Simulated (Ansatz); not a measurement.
Take TlBr in the CsCl type structure (space group Pm-3m, No. 221; a = 4.053 Å) as the base.

Perturbation: an isotropic linear strain of −1.00 %, atoms relaxed at fixed cell.

Computed with PBE, PAW, 420 eV (Ansatz, a program for electronic structure; without spin-orbit coupling).

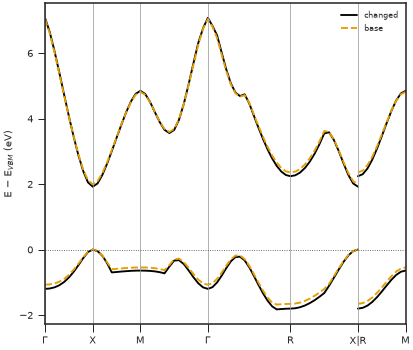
*Highest valence and lowest conduction band along the path, each from its own valence-band maximum*

Read the changed gap and its character from the plot.

About 1.9 eV, direct at X.

With Tl present, leaving out spin-orbit coupling can change the band edges. Whether these cells are dynamically stable was not tested.
